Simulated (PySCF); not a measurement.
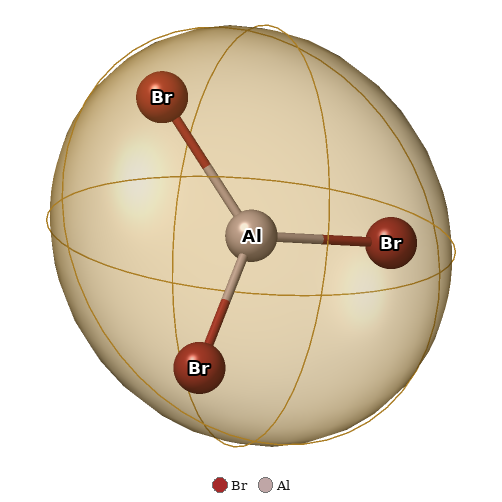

The ellipsoid shows the static dipole polarisability: its half-axes are proportional to the principal values. Computed geometry: PBE0-D3(BJ)/def2-SVP optimisation. No frequency run is at hand to confirm it as a minimum. Level of theory: PBE0/def2-SVPD (PySCF 2.14.0).

Give the principal values, the mean and the anisotropy.

Principal values 67.5, 97.3, 97.6 bohr³; mean 87.5 bohr³ (12.96 Å³); anisotropy 30.0 bohr³, so the longest axis is 1.45 times the shortest.
